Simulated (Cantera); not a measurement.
Feed: 1 mol Si, 0.015 mol N2O, 7.3 mol N2, equilibrated at 0.300 bar.

Method: chemical equilibrium by Gibbs-energy minimisation in Cantera with the NASA 1993 tables (ideal gas, pure condensed phases). Candidate condensed phases: Si, SiO2, Si2N2O, Si3N4; 16 gas species. Mutual solubility and eutectic melting of coexisting phases are not modelled. Equilibrium is a limit: real reactors are often held back by kinetics, nucleation or transport.

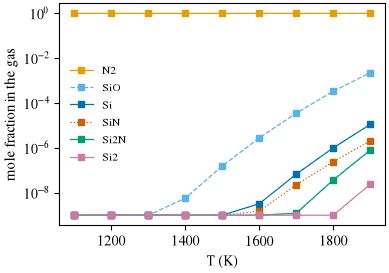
Fig. 1. Equilibrium gas composition (values under 1e-9 drawn at 1e-9)

From 1100 K to 1800 K the condensed part is Si2N2O(s) + Si3N4(s). At 1900 K the condensed part is Si3N4(s).
